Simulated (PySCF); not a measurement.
# C4H8BNSi: a changed input and its effect

System: C4H8BNSi.
Method of run A: GIAO PBE0/pcSseg-1 NMR shielding, non-relativistic, IEF-PCM benzene (PySCF 2.14.0).

The geometry comes from this level: PBE0-D3(BJ)/def2-SVP. Text and figures count atoms from 1; the logs count them from 0 in places.

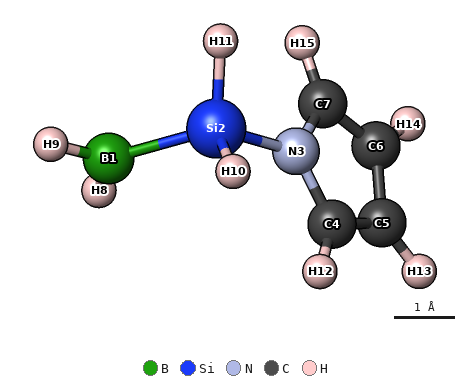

**Figure 1.** The input geometry (ball-and-stick view, seen at a tilt; atoms are numbered from 1 in the order of the input).

**Input file, run A**
```
{"job": {"kind": "nmr", "xc": "PBE0", "basis": "pcSseg-1", "solvent": "benzene", "pop": true}, "charge": 0, "multiplicity": 1}
B     -2.767866     0.392303    -0.650818
Si    -1.565714    -1.160726    -0.225869
N      0.147623    -0.733008    -0.009577
C      1.064090    -0.557482    -1.024011
C      2.218309    -0.026142    -0.496010
C      2.000961     0.139465     0.900517
C      0.723281    -0.297707     1.164914
H     -2.356344     1.520810    -0.769377
H     -3.952874     0.199237    -0.797947
H     -1.611555    -2.163958    -1.335557
H     -1.993058    -1.815557     1.049837
H      0.825268    -0.839854    -2.048315
H      3.126112     0.206065    -1.049964
H      2.708635     0.524159     1.632705
H      0.177937    -0.346808     2.106183
```

The first line tells a small driver script what to run in PySCF; the rest is the geometry in Å.

Launched with:
```bash
OMP_NUM_THREADS=1 python <driver script> task.json out
```

Hardware: 1 CPU thread, shared host.

**Output (run A)**
```
coarse grid: 13080 points
cycle   1  E = -525.7691249402  dE =  8.514e-01  |g| = 3.638e-01  |ddm| = 3.544e+00
cycle   2  E = -525.7532041622  dE =  1.592e-02  |g| = 4.476e-01  |ddm| = 8.371e-01
cycle   3  E = -525.8058647021  dE = -5.266e-02  |g| = 7.218e-02  |ddm| = 4.805e-01
cycle   4  E = -525.8067785660  dE = -9.139e-04  |g| = 4.098e-02  |ddm| = 8.953e-02
cycle   5  E = -525.8071581098  dE = -3.795e-04  |g| = 6.558e-03  |ddm| = 3.627e-02
cycle   6  E = -525.8071659608  dE = -7.851e-06  |g| = 2.778e-03  |ddm| = 6.376e-03
final grid: 121936 points
cycle   7  E = -525.8456992572  dE = -2.430e-05  |g| = 7.709e-03  |ddm| = 2.724e-02
cycle   8  E = -525.8456900383  dE =  9.219e-06  |g| = 1.032e-02  |ddm| = 1.503e-02
cycle   9  E = -525.8457135737  dE = -2.354e-05  |g| = 1.038e-03  |ddm| = 8.066e-03
cycle  10  E = -525.8457138025  dE = -2.289e-07  |g| = 3.577e-04  |ddm| = 1.005e-03
cycle  11  E = -525.8457138304  dE = -2.789e-08  |g| = 8.989e-05  |ddm| = 3.532e-04
cycle  12  E = -525.8457138325  dE = -2.053e-09  |g| = 2.714e-05  |ddm| = 1.028e-04
cycle  13  E = -525.8457138327  dE = -1.662e-10  |g| = 5.053e-06  |ddm| = 2.797e-05
converged SCF energy = -525.8457138327

GIAO shielding tensors (ppm)
atom      isotropic    diamagn.    paramagn.     s11        s22        s33       span
  0 B      -18.493     197.659    -216.151   -137.962    -54.970    137.455    275.417
  1 Si     384.826     880.003    -495.177    322.533    370.686    461.261    138.728
  2 N       91.743     331.105    -239.362      1.432     68.127    205.670    204.238
  3 C       55.442     251.732    -196.290    -27.292     61.054    132.564    159.856
  4 C       66.329     256.256    -189.927    -17.126     57.337    158.775    175.901
  5 C       66.598     256.125    -189.526    -16.680     57.535    158.939    175.619
  6 C       55.141     252.048    -196.907    -27.710     61.245    131.889    159.599
  7 H       21.182      29.639      -8.457      8.018     27.442     28.087     20.068
  8 H       21.008      28.461      -7.454      8.892     25.946     28.185     19.293
  9 H       25.837      28.121      -2.285     21.537     25.376     30.597      9.061
 10 H       25.844      28.259      -2.416     21.507     25.431     30.592      9.086
 11 H       24.376      30.946      -6.570     20.950     25.365     26.813      5.863
 12 H       24.624      30.774      -6.150     22.327     25.080     26.467      4.140
 13 H       24.645      30.925      -6.280     22.340     25.091     26.504      4.164
 14 H       24.397      31.357      -6.960     20.937     25.414     26.839      5.902
```

For run B the input was changed thus:
```diff
-"solvent": "benzene"
-"pop": true
+"solvent": "chloroform"
+"pop": false
```

Predict how the results change.

The total energy of run B is 1.1 kcal/mol lower: the change of the electrostatic solvation energy at this fixed geometry, without cavity or dispersion terms. The HOMO goes from −6.22 to −6.27 eV. The LUMO goes from −2.54 to −2.47 eV. The dipole moment goes from 1.93 to 2.10 D. Of all shieldings, the largest change is that of N3, by −1.7 ppm. The number of SCF iterations is the same.

**Output (run B)**
```
coarse grid: 13080 points
cycle   1  E = -525.7721890554  dE =  8.485e-01  |g| = 3.582e-01  |ddm| = 3.543e+00
cycle   2  E = -525.7599488751  dE =  1.224e-02  |g| = 4.282e-01  |ddm| = 7.852e-01
cycle   3  E = -525.8078587832  dE = -4.791e-02  |g| = 6.768e-02  |ddm| = 4.421e-01
cycle   4  E = -525.8086399631  dE = -7.812e-04  |g| = 3.915e-02  |ddm| = 8.207e-02
cycle   5  E = -525.8089844064  dE = -3.444e-04  |g| = 6.349e-03  |ddm| = 3.404e-02
cycle   6  E = -525.8089917711  dE = -7.365e-06  |g| = 2.628e-03  |ddm| = 6.032e-03
final grid: 121936 points
cycle   7  E = -525.8475161196  dE = -2.479e-05  |g| = 7.512e-03  |ddm| = 2.732e-02
cycle   8  E = -525.8475080917  dE =  8.028e-06  |g| = 9.901e-03  |ddm| = 1.443e-02
cycle   9  E = -525.8475297962  dE = -2.170e-05  |g| = 1.038e-03  |ddm| = 7.655e-03
cycle  10  E = -525.8475300258  dE = -2.296e-07  |g| = 3.405e-04  |ddm| = 9.670e-04
cycle  11  E = -525.8475300507  dE = -2.491e-08  |g| = 8.580e-05  |ddm| = 3.265e-04
cycle  12  E = -525.8475300525  dE = -1.846e-09  |g| = 2.676e-05  |ddm| = 9.639e-05
cycle  13  E = -525.8475300527  dE = -1.659e-10  |g| = 4.775e-06  |ddm| = 2.737e-05
converged SCF energy = -525.8475300527

GIAO shielding tensors (ppm)
atom      isotropic    diamagn.    paramagn.     s11        s22        s33       span
  0 B      -17.748     197.593    -215.341   -136.338    -54.327    137.420    273.758
  1 Si     384.462     879.939    -495.477    321.888    370.811    460.686    138.798
  2 N       90.087     330.999    -240.912     -0.332     64.982    205.611    205.943
  3 C       54.965     251.546    -196.581    -27.675     59.701    132.870    160.545
  4 C       66.874     256.368    -189.493    -16.460     58.015    159.068    175.527
  5 C       67.139     256.228    -189.089    -16.024     58.209    159.230    175.254
  6 C       54.675     251.863    -197.188    -28.076     59.902    132.197    160.273
  7 H       21.235      29.666      -8.431      8.127     27.478     28.099     19.972
  8 H       21.048      28.424      -7.376      9.052     25.934     28.158     19.106
  9 H       25.818      28.068      -2.250     21.516     25.367     30.570      9.054
 10 H       25.823      28.204      -2.381     21.483     25.422     30.564      9.081
 11 H       24.277      30.856      -6.579     20.818     25.312     26.702      5.884
 12 H       24.596      30.822      -6.226     22.286     25.038     26.465      4.178
 13 H       24.617      30.968      -6.351     22.300     25.049     26.501      4.202
 14 H       24.299      31.260      -6.962     20.806     25.362     26.728      5.922
```

**The two runs side by side**

```csv
quantity,run A,run B
outcome,converged,converged
total energy (hartree),−525.845714,−525.847530
HOMO (eV),−6.22,−6.27
LUMO (eV),−2.54,−2.47
dipole moment (D),1.93,2.10
shielding of B1 (ppm),−18.5,−17.7
shielding of Si2 (ppm),384.8,384.5
shielding of N3 (ppm),91.7,90.1
shielding of C4 (ppm),55.4,55.0
shielding of C5 (ppm),66.3,66.9
shielding of C6 (ppm),66.6,67.1
shielding of C7 (ppm),55.1,54.7
SCF iterations,13,13
basis functions,166,166
wall time (shared host),22 s,17 s
```
